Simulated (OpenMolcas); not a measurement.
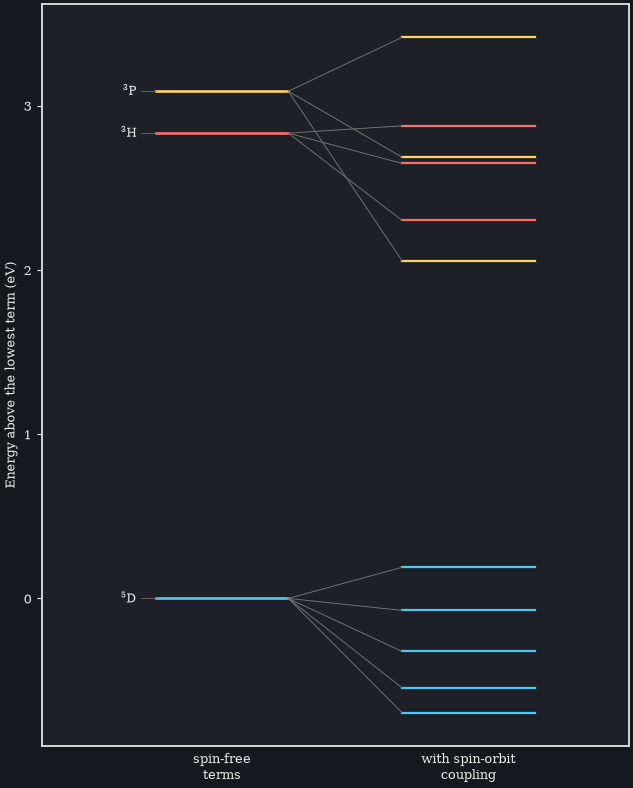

Fig. 1: Terms of Ag⁷⁺ (silver, Z = 47) without and with spin-orbit coupling; the J values are left off. ⁵D (at 0) splits over 0.885 eV into J = 0, 1, 2, 3, 4 from the bottom up (normal); ³H (at 2.83 eV) splits over 0.576 eV into J = 4, 5, 6 from the bottom up (normal); ³P (at 3.09 eV) splits over 1.36 eV into J = 0, 1, 2 from the bottom up (normal). The ground level lies 0.696 eV below the lowest term.

Run report: Ag⁷⁺, multiconfigurational calculation

- system: Ag⁷⁺.
- method: state-averaged SS-RASPT2, IPEA shift 0.25, imaginary shift 0.1 hartree, closed shells 4s correlated, active space 10 electrons in the shells 4p 4d; RAS1 4p with at most 2 holes, basis ANO-RCC-VQZP, DKH2 scalar Hamiltonian, spin-orbit coupling by RASSI with atomic mean-field integrals (OpenMolcas)

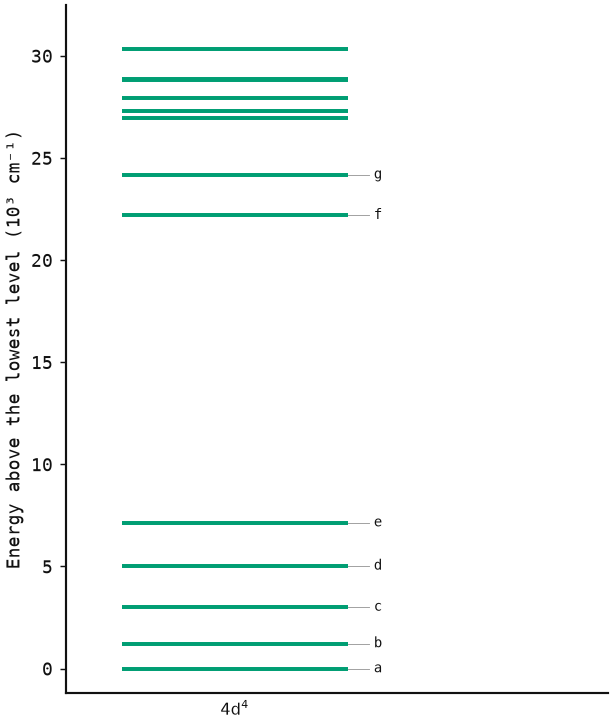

Fig. 2: The lowest computed levels of Ag⁷⁺, 7 of them lettered. a: 4d⁴ ⁵D₀ at 0; b: 4d⁴ ⁵D₁ at 1,230 cm⁻¹; c: 4d⁴ ⁵D₂ at 3,010 cm⁻¹; d: 4d⁴ ⁵D₃ at 5,020 cm⁻¹; e: 4d⁴ ⁵D₄ at 7,140 cm⁻¹; f: 4d⁴ ³P₀ at 22,200 cm⁻¹; g: 4d⁴ ³H₄ at 24,200 cm⁻¹.

These pictures come from the run below.

**Input file**
```
&GATEWAY
Coord
1

Ag 0.0 0.0 0.0
Basis=ANO-RCC-VQZP
Group=XYZ
NoMove
AngMom=0.0 0.0 0.0
AMFI
&SEWARD
&RASSCF
FileOrb=start.orb
Symmetry=1
Spin=5
nActEl=4 0 0
Inactive=9 9
Ras2=5 0
CIRoot=5 5 1
SDav=5
CIMx=300
Iter=120 100
PrWF=0.3
OrbListing=Nothing
MaxOrb=0
Atom
>>> COPY $Project.JobIph JOBPRE
&RASSCF
FileOrb=start.orb
Symmetry=1
Spin=5
nActEl=10 2 0
Inactive=9 6
Ras1=0 3
Ras2=5 0
CIRoot=5 5 1
SDav=185
CIMx=300
Iter=120 100
PrWF=0.3
OrbListing=Nothing
MaxOrb=0
Thrs=2.0e-7 1.0e-1 5.0e-4
Atom
>>> COPY $Project.JobIph JOB001
&RASSCF
FileOrb=start.orb
Symmetry=1
Spin=3
nActEl=10 2 0
Inactive=9 6
Ras1=0 3
Ras2=5 0
CIRoot=45 45 1
SDav=615
CIMx=300
Iter=120 100
PrWF=0.3
OrbListing=Nothing
MaxOrb=0
Thrs=2.0e-7 1.0e-1 5.0e-4
Atom
>>> COPY $Project.JobIph JOB002
&RASSCF
FileOrb=start.orb
Symmetry=1
Spin=1
nActEl=10 2 0
Inactive=9 6
Ras1=0 3
Ras2=5 0
CIRoot=49 49 1
SDav=485
CIMx=300
Iter=120 100
PrWF=0.3
OrbListing=Nothing
MaxOrb=0
Thrs=2.0e-7 1.0e-1 5.0e-4
Atom
>>> COPY $Project.JobIph JOB003
&RASSI
NrOfJobIphs=3 5 45 49
1 2 3 4 5
1 2 3 4 5 6 7 8 9 10 11 12 13 14 15 16 17 18 19 20 21 22 23 24 25 26 27
28 29 30 31 32 33 34 35 36 37 38 39 40 41 42 43 44 45
1 2 3 4 5 6 7 8 9 10 11 12 13 14 15 16 17 18 19 20 21 22 23 24 25 26 27
28 29 30 31 32 33 34 35 36 37 38 39 40 41 42 43 44 45 46 47 48 49
IphNames
JOB001
JOB002
JOB003
EJob
SpinOrbit
DIPRint=1.0
SOCoupling=1000.0
Subsets=2
MEES
Property=10
'ANGMOM' 1 'ANGMOM' 2 'ANGMOM' 3 'MLTPL  1' 1 'MLTPL  1' 2 'MLTPL  1' 3
'AMFI' 1 'AMFI' 2 'AMFI' 3 'MLTPL  2' 6
SOProperty=3
'ANGMOM' 1 'ANGMOM' 2 'ANGMOM' 3
>>> COPY JOB001 $Project.JobIph
&CASPT2
Multistate=5 1 2 3 4 5
Frozen=8 6
IPEA=0.25
Imaginary=0.1
MaxIter=60
WThr=0.0 0.3 0.05
PrWF=0.5
NoMix
>>> COPY JOB002 $Project.JobIph
&CASPT2
Multistate=45 1 2 3 4 5 6 7 8 9 10 11 12 13 14 15 16 17 18 19 20 21 22
23 24 25 26 27 28 29 30 31 32 33 34 35 36 37 38 39 40 41 42 43 44 45
Frozen=8 6
IPEA=0.25
Imaginary=0.1
MaxIter=60
WThr=0.0 0.3 0.05
PrWF=0.5
NoMix
>>> COPY JOB003 $Project.JobIph
&CASPT2
Multistate=49 1 2 3 4 5 6 7 8 9 10 11 12 13 14 15 16 17 18 19 20 21 22
23 24 25 26 27 28 29 30 31 32 33 34 35 36 37 38 39 40 41 42 43 44 45 46
47 48 49
Frozen=8 6
IPEA=0.25
Imaginary=0.1
MaxIter=60
WThr=0.0 0.3 0.05
PrWF=0.5
NoMix
```

The file start.orb holds starting orbitals from an earlier step. A driver script formed the levels outside the program, from RASSI's spin-orbit matrix and the CASPT2 energies (for multi-state variants, the effective Hamiltonian), averaged over the components of each term or state. The log and the time are those of the CASPT2 step.

Launched with:
```bash
OMP_NUM_THREADS=1 MOLCAS_MEM=1689 MOLCAS_PROJECT=a pymolcas a.inp > a.log  # once for each step of the input, in one work folder
```

**Log (extracts)**
```
--- CASPT2 ---
Orbital specifications:
      -----------------------

      Symmetry species                           1   2
                                                ag  au
      Frozen orbitals                            8   6
      Inactive orbitals                          1   0
      Active orbitals                            5   3
      Secondary orbitals                        37  44
      Deleted orbitals                           0   0
      Number of basis functions                 51  53
Type of calculation                        MS-CASPT2
      Fock operator                              state-specific
      IPEA shift                                 0.25
      Real shift                                 0.00
      Imaginary shift                            0.10
      The input orbitals will be transformed to quasi-canonical
Reference energy:       -5298.6496080815
      E2 (Non-variational):      -0.2995791221
      Shift correction:          -0.0000362391
      E2 (Variational):          -0.2996153613
      Total energy:           -5298.9492234428
      Residual norm:              0.0000000249
      Reference weight:           0.97111
      Contributions to the CASPT2 correlation energy
      Active & Virtual Only:         -0.2335370547
      One Inactive Excited:          -0.0610151724
      Two Inactive Excited:          -0.0050268951
Reference energy:       -5298.6496080815
      E2 (Non-variational):      -0.2994659402
      Shift correction:          -0.0000361102
      E2 (Variational):          -0.2995020504
      Total energy:           -5298.9491101319
      Residual norm:              0.0000009801
      Reference weight:           0.97114
      Contributions to the CASPT2 correlation energy
      Active & Virtual Only:         -0.2333955743
      One Inactive Excited:          -0.0610435265
      Two Inactive Excited:          -0.0050268394
::    CASPT2 Root  1     Total energy:  -5298.94922344
::    CASPT2 Root  2     Total energy:  -5298.94911013
::    CASPT2 Root  3     Total energy:  -5298.94922048
::    CASPT2 Root  4     Total energy:  -5298.94908889
::    CASPT2 Root  5     Total energy:  -5298.94910607
::    MS-CASPT2 Root  1     Total energy:  -5298.94925833
::    MS-CASPT2 Root  2     Total energy:  -5298.94920914
::    MS-CASPT2 Root  3     Total energy:  -5298.94910740
::    MS-CASPT2 Root  4     Total energy:  -5298.94909129
::    MS-CASPT2 Root  5     Total energy:  -5298.94908285
--- CASPT2 ---
Orbital specifications:
      -----------------------

      Symmetry species                           1   2
                                                ag  au
      Frozen orbitals                            8   6
      Inactive orbitals                          1   0
      Active orbitals                            5   3
      Secondary orbitals                        37  44
      Deleted orbitals                           0   0
      Number of basis functions                 51  53
Type of calculation                        MS-CASPT2
      Fock operator                              state-specific
      IPEA shift                                 0.25
      Real shift                                 0.00
      Imaginary shift                            0.10
      The input orbitals will be transformed to quasi-canonical
Reference energy:       -5298.5360189339
      E2 (Non-variational):      -0.2995986808
      Shift correction:          -0.0000375988
      E2 (Variational):          -0.2996362796
      Total energy:           -5298.8356552135
      Residual norm:              0.0000006511
      Reference weight:           0.97103
      Contributions to the CASPT2 correlation energy
      Active & Virtual Only:         -0.2331872081
      One Inactive Excited:          -0.0606096946
      Two Inactive Excited:          -0.0058017780
Reference energy:       -5298.5360189339
      E2 (Non-variational):      -0.2996031517
      Shift correction:          -0.0000375969
      E2 (Variational):          -0.2996407486
      Total energy:           -5298.8356596825
      Residual norm:              0.0000006511
      Reference weight:           0.97103
      Contributions to the CASPT2 correlation energy
      Active & Virtual Only:         -0.2331909412
      One Inactive Excited:          -0.0606104324
      Two Inactive Excited:          -0.0058017781
::    CASPT2 Root  1     Total energy:  -5298.83565521
::    CASPT2 Root  2     Total energy:  -5298.83565968
::    CASPT2 Root  3     Total energy:  -5298.83566053
::    CASPT2 Root  4     Total energy:  -5298.84507478
::    CASPT2 Root  5     Total energy:  -5298.84508734
::    CASPT2 Root  6     Total energy:  -5298.84501216
::    CASPT2 Root  7     Total energy:  -5298.84505853
::    CASPT2 Root  8     Total energy:  -5298.84503122
::    CASPT2 Root  9     Total energy:  -5298.84499887
::    CASPT2 Root 10     Total energy:  -5298.84507093
::    CASPT2 Root 11     Total energy:  -5298.84500366
::    CASPT2 Root 12     Total energy:  -5298.84503976
::    CASPT2 Root 13     Total energy:  -5298.84505612
::    CASPT2 Root 14     Total energy:  -5298.84502335
::    CASPT2 Root 15     Total energy:  -5298.83314068
::    CASPT2 Root 16     Total energy:  -5298.83310317
::    CASPT2 Root 17     Total energy:  -5298.83287197
::    CASPT2 Root 18     Total energy:  -5298.83300496
::    CASPT2 Root 19     Total energy:  -5298.83299907
::    CASPT2 Root 20     Total energy:  -5298.83309436
::    CASPT2 Root 21     Total energy:  -5298.83301773
::    CASPT2 Root 22     Total energy:  -5298.82366481
::    CASPT2 Root 23     Total energy:  -5298.82356207
::    CASPT2 Root 24     Total energy:  -5298.82351901
::    CASPT2 Root 25     Total energy:  -5298.82363068
::    CASPT2 Root 26     Total energy:  -5298.82354150
::    CASPT2 Root 27     Total energy:  -5298.82344563
::    CASPT2 Root 28     Total energy:  -5298.82349848
::    CASPT2 Root 29     Total energy:  -5298.82350797
::    CASPT2 Root 30     Total energy:  -5298.82359354
--- CASPT2 ---
Orbital specifications:
      -----------------------

      Symmetry species                           1   2
                                                ag  au
      Frozen orbitals                            8   6
      Inactive orbitals                          1   0
      Active orbitals                            5   3
      Secondary orbitals                        37  44
      Deleted orbitals                           0   0
      Number of basis functions                 51  53
Type of calculation                        MS-CASPT2
      Fock operator                              state-specific
      IPEA shift                                 0.25
      Real shift                                 0.00
      Imaginary shift                            0.10
      The input orbitals will be transformed to quasi-canonical
Reference energy:       -5298.4752910155
      E2 (Non-variational):      -0.3130349183
      Shift correction:          -0.0000400381
      E2 (Variational):          -0.3130749565
      Total energy:           -5298.7883659720
      Residual norm:              0.0000004654
      Reference weight:           0.96917
      Contributions to the CASPT2 correlation energy
      Active & Virtual Only:         -0.2425143172
      One Inactive Excited:          -0.0648072177
      Two Inactive Excited:          -0.0057133834
Reference energy:       -5298.4752910155
      E2 (Non-variational):      -0.3132711928
      Shift correction:          -0.0000402126
      E2 (Variational):          -0.3133114054
      Total energy:           -5298.7886024209
      Residual norm:              0.0000004711
      Reference weight:           0.96910
      Contributions to the CASPT2 correlation energy
      Active & Virtual Only:         -0.2427025864
      One Inactive Excited:          -0.0648538542
      Two Inactive Excited:          -0.0057147522
::    CASPT2 Root  1     Total energy:  -5298.78836597
::    CASPT2 Root  2     Total energy:  -5298.78860242
::    CASPT2 Root  3     Total energy:  -5298.78833679
::    CASPT2 Root  4     Total energy:  -5298.78822295
::    CASPT2 Root  5     Total energy:  -5298.78858015
::    CASPT2 Root  6     Total energy:  -5298.78829567
::    CASPT2 Root  7     Total energy:  -5298.78871252
::    CASPT2 Root  8     Total energy:  -5298.78869226
::    CASPT2 Root  9     Total energy:  -5298.78874265
::    CASPT2 Root 10     Total energy:  -5298.79423821
::    CASPT2 Root 11     Total energy:  -5298.79419616
::    CASPT2 Root 12     Total energy:  -5298.79418066
::    CASPT2 Root 13     Total energy:  -5298.79412120
::    CASPT2 Root 14     Total energy:  -5298.79422409
::    CASPT2 Root 15     Total energy:  -5298.79427821
::    CASPT2 Root 16     Total energy:  -5298.79412458
::    CASPT2 Root 17     Total energy:  -5298.79421248
::    CASPT2 Root 18     Total energy:  -5298.79432263
::    CASPT2 Root 19     Total energy:  -5298.79415674
::    CASPT2 Root 20     Total energy:  -5298.79417547
::    CASPT2 Root 21     Total energy:  -5298.79399471
::    CASPT2 Root 22     Total energy:  -5298.79414665
::    CASPT2 Root 23     Total energy:  -5298.76865759
::    CASPT2 Root 24     Total energy:  -5298.75207982
::    CASPT2 Root 25     Total energy:  -5298.75187026
::    CASPT2 Root 26     Total energy:  -5298.75192051
::    CASPT2 Root 27     Total energy:  -5298.75199604
::    CASPT2 Root 28     Total energy:  -5298.75207877
::    CASPT2 Root 29     Total energy:  -5298.72798382
::    CASPT2 Root 30     Total energy:  -5298.72801694
```

**Spin-orbit levels, grouped by J and assigned (the lowest 25)**

| Configuration | Level | E (cm⁻¹) | LS purity (%) | Landé g |
| --- | --- | --- | --- | --- |
| 4d⁴ | ⁵D₀ | 0 | 93 | – |
| 4d⁴ | ⁵D₁ | 1,225 | 96 | 1.500 |
| 4d⁴ | ⁵D₂ | 3,010 | 98 | 1.497 |
| 4d⁴ | ⁵D₃ | 5,024 | 98 | 1.494 |
| 4d⁴ | ⁵D₄ | 7,141 | 96 | 1.490 |
| 4d⁴ | ³P₀ | 22,190 | 84 | – |
| 4d⁴ | ³H₄ | 24,180 | 70 | 0.888 |
| 4d⁴ | ³H₅ | 26,980 | 86 | 1.056 |
| 4d⁴ | ³P₁ | 27,280 | 93 | 1.468 |
| 4d⁴ | J = 3 (even, mixed) | 27,930 | 51 | 0.917 |
| 4d⁴ | ³H₆ | 28,820 | 92 | 1.154 |
| 4d⁴ | ³F₂ | 28,890 | 93 | 0.696 |
| 4d⁴ | J = 4 (even, mixed) | 30,350 | 52 | 1.108 |
| 4d⁴ | ³P₂ | 33,160 | 82 | 1.442 |
| 4d⁴ | J = 3 (even, mixed) | 33,920 | 52 | 0.930 |
| 4d⁴ | ³G₄ | 33,980 | 59 | 1.086 |
| 4d⁴ | ³G₅ | 35,960 | 86 | 1.178 |
| 4d⁴ | ³D₃ | 38,640 | 93 | 1.315 |
| 4d⁴ | ³D₂ | 39,640 | 70 | 1.177 |
| 4d⁴ | ¹I₆ | 40,540 | 92 | 1.013 |
| 4d⁴ | ³D₁ | 40,690 | 96 | 0.537 |
| 4d⁴ | ¹G₄ | 44,380 | 73 | 1.030 |
| 4d⁴ | ¹S₀ | 47,100 | 89 | – |
| 4d⁴ | ¹D₂ | 50,240 | 77 | 1.028 |
| 4d⁴ | ¹F₃ | 53,990 | 86 | 1.018 |

**Results in brief**

```tsv
quantity	value
outcome	converged; degenerate states are split by up to 256 cm⁻¹
lowest level	4d⁴ ⁵D₀
first excited level	4d⁴ ⁵D₁, 1,225 cm⁻¹ (measured: 1,340)
energy of the lowest spin-free term	−5298.94915 hartree
energy of the lowest spin-orbit level	−5298.97472 hartree
CASPT2 correlation energy	−0.2995 hartree
largest spread among components of a term	256.2 cm⁻¹
lowest reference weight	0.966
hardware	1 thread of Arm Neoverse V1, 24 GiB of memory available, shared host
wall time	2.4 min
```

**Notes**

The components of ³F, which symmetry makes degenerate, are split by 256 cm⁻¹ in CASPT2, and those of 6 more by over 50 cm⁻¹. This is an artefact; the levels of such states rest on averages and are uncertain by about as much. The run is of multi-state type; this report uses its single-state energies. To bear in mind: extra active shells serve correlation only, their own levels not computed; levels of higher terms that fall inside the range are not drawn; only configurations of the active space are included.
